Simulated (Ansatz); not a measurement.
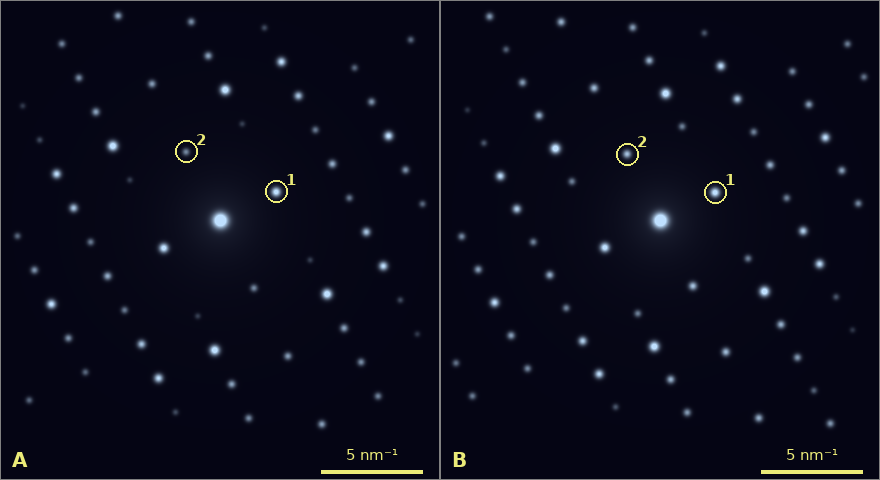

Kinematic electron diffraction patterns (200 kV, B = 0.5 Å², same scale) along [011] of the run's own cell, for the start and the end of one relaxation of Tl3O2 with Ansatz 0.2.0, DFT PBE, scalar-relativistic, plane waves, PAW. k mesh 6×6×6. The start is a generated model structure, and the relaxation ends in the nearest stationary point of its symmetry, not necessarily the ground state. Spot 1 is 0 -1 1 and spot 2 is 2 0 0 in both.

Start structure:

```
CELL_PARAMETERS angstrom
3.20934 1.85291 5.84148
-3.20934 1.85291 5.84148
0.00000 -3.70582 5.84148
ATOMIC_POSITIONS crystal
Tl 0.05625 0.44375 0.75000
Tl 0.75000 0.05625 0.44375
Tl 0.44375 0.75000 0.05625
Tl 0.94375 0.55625 0.25000
Tl 0.25000 0.94375 0.55625
Tl 0.55625 0.25000 0.94375
O 0.85218 0.85218 0.85218
O 0.64782 0.64782 0.64782
O 0.14782 0.14782 0.14782
O 0.35218 0.35218 0.35218
```

Which pattern belongs to the start structure, and which to the relaxed one?

Answer. A is the start: its cell gives d(1) = 3.209 Å, d(2) = 2.649 Å and an angle of 90.0°. B is the relaxed structure, with d(1) = 3.272 Å (+1.9 %), d(2) = 2.732 Å (+3.1 %) and 90.0°.

Name reflections whose intensity changes strongly on relaxation.

Answer. 2 0 0 goes from 8 to 28 % of the strongest spot; 4 0 0 goes from 13 to 25 % of the strongest spot.

What did the relaxation do to the structure and the energy?

Answer. The volume changed by +22.4 % to 25.51 Å³ an atom; with the mean shift removed, the atoms moved by up to 1.01 Å relative to the cell (O most); the space group stayed R-3c (No. 167); the free energy fell by 47 meV an atom. Relaxed cell: a = 7.848 Å, b = 7.848 Å, c = 7.848 Å, α = 49.27°, β = 49.27°, γ = 49.27°.
